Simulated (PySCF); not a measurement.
## Electronic structure of C2H12NPSi2 (SMILES CN[SiH2]P[SiH2]C) in real space

Input

```
{"job": {"kind": "nmr", "xc": "PBE0", "basis": "pcSseg-1", "pop": false}, "charge": 0, "multiplicity": 1}
C     -2.707200     0.952800    -0.027100
N     -1.523900     0.294900    -0.523100
Si    -1.007400    -1.236100     0.052300
P      0.737000    -1.735300    -1.247400
Si     2.368500    -0.523700    -0.315500
C      2.065200     1.306900    -0.720200
H     -3.623400     0.581100    -0.498100
H     -2.781700     0.772000     1.042300
H     -2.641400     2.028400    -0.199100
H     -1.351900     0.510900    -1.494800
H     -1.963600    -2.351800    -0.069000
H     -0.708900    -1.051500     1.480000
H      1.040000    -2.892300    -0.565300
H      3.625400    -0.990800    -0.916200
H      2.456300    -0.704400     1.142200
H      2.879400     1.926100    -0.357700
H      1.985100     1.458300    -1.793200
H      1.143500     1.660700    -0.266400
```

Launched as:

```sh
OMP_NUM_THREADS=1 python probes_run.py task.json out
```

Geometry: GFN2-xTB, NEB image 0 of 0 to 8.

Computed with PBE0/pcSseg-1, SCF density, gas phase, non-relativistic in PySCF 2.14.0.

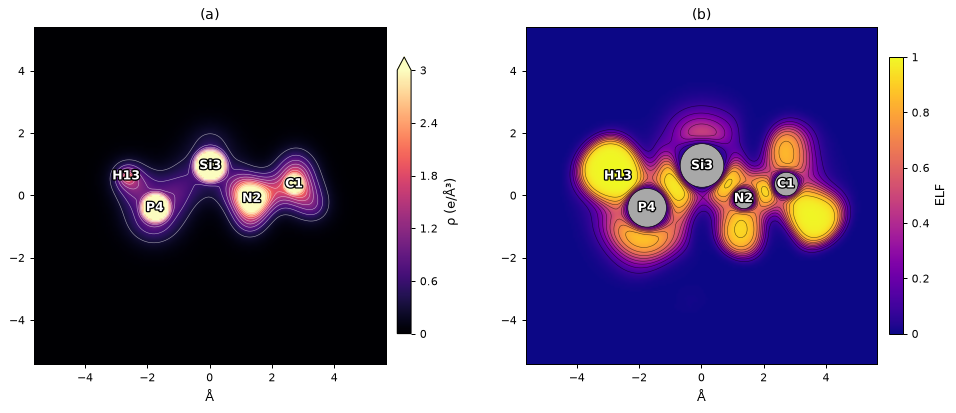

Figure 1. (a) electron density; (b) ELF on the plane of atoms C1, N2 and Si3. Grey discs cover the atomic cores in the ELF map.

Question: What does the map show?

Answer:
- The section cuts through C, N, Si, P and H sites.
- C–N (1.44 Å): ρ is about 1.9 e/Å³ halfway; the ELF peaks at about 0.90 between the atoms, as expected for a covalent bond.
- Si–N (1.72 Å): ρ at the midpoint is about 1.1 e/Å³; the ELF peaks at about 0.90 between the atoms: a shared but strongly polarised pair.
- Si–P (2.23 Å): ρ at the midpoint is about 0.75 e/Å³; the ELF peaks at about 0.95 between the atoms (localised, covalent bonding).
- P–H (1.38 Å): ρ at the midpoint is about 1.1 e/Å³; the ELF climbs to about 1 towards the hydrogen, as it does in any bond to H.

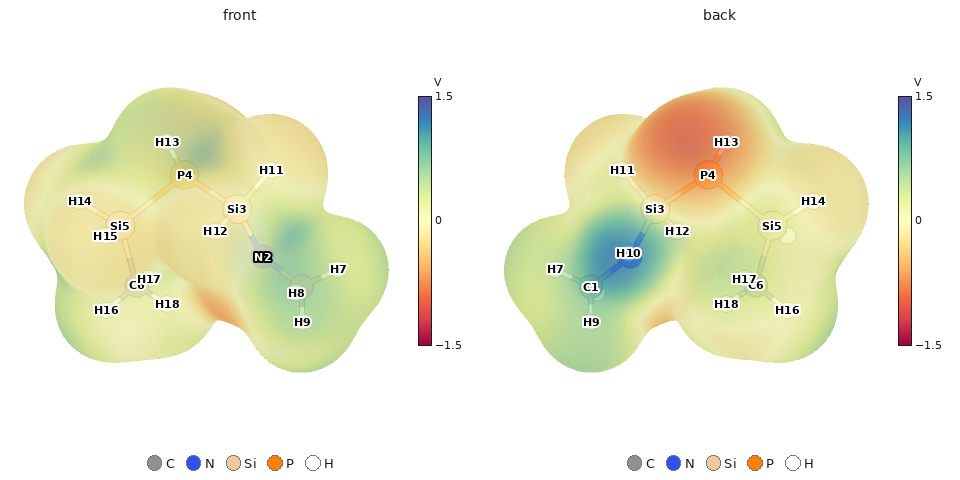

Figure 2. The electrostatic potential painted on the density surface at 0.001 e/bohr³, seen from the front and from behind; red is negative and blue positive.

Question: Which sites attract a positive test charge, and which a negative one?

Answer: A positive charge is drawn to the negative regions and a negative charge to the positive ones. The most negative region (about −0.9 V) lies over P4, the most positive (about +1.2 V) over H10.
